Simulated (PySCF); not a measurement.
Consider SiCl (charge −1, triplet).

```json
{"atom": "Si", "x (Å)": "0.0000", "y (Å)": "0.0000", "z (Å)": "-1.2555"}
{"atom": "Cl", "x (Å)": "0.0000", "y (Å)": "0.0000", "z (Å)": "1.0045"}
```

The calculation used PBE0/aug-cc-pVDZ(-PP), non-relativistic Hamiltonian with scalar-relativistic core potentials where named, at a bond length of 2.260 Å in PySCF.

What can the converged electron density, electron localisation function and spin density tell about the bonding?

Si–Cl (2.26 Å): ρ at the midpoint is about 0.57 e/Å³, with its minimum of 0.42 e/Å³ about 0.8 Å from Si; the ELF peaks at about 0.85 between the atoms (a shared but strongly polarised pair).
The unpaired spin (2 electrons) lies mostly on Si1 (about 1.9) and Cl2 (about 0.1), in electrons by Hirshfeld's partition.

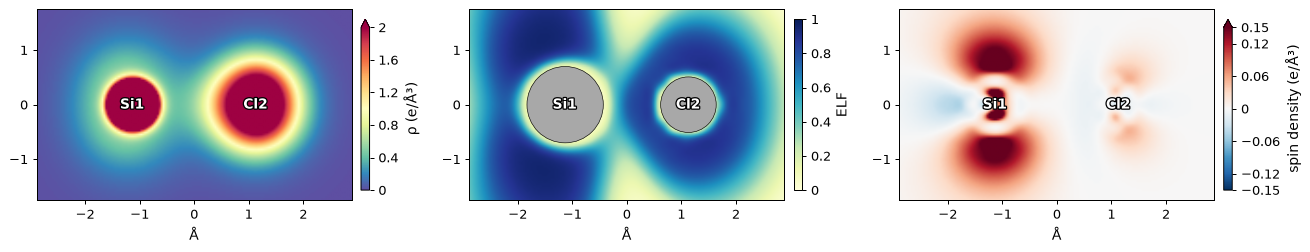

Computed electron density, electron localisation function and spin density on a plane that holds the molecular axis, in this order. Grey discs cover the atomic cores in the ELF map. 
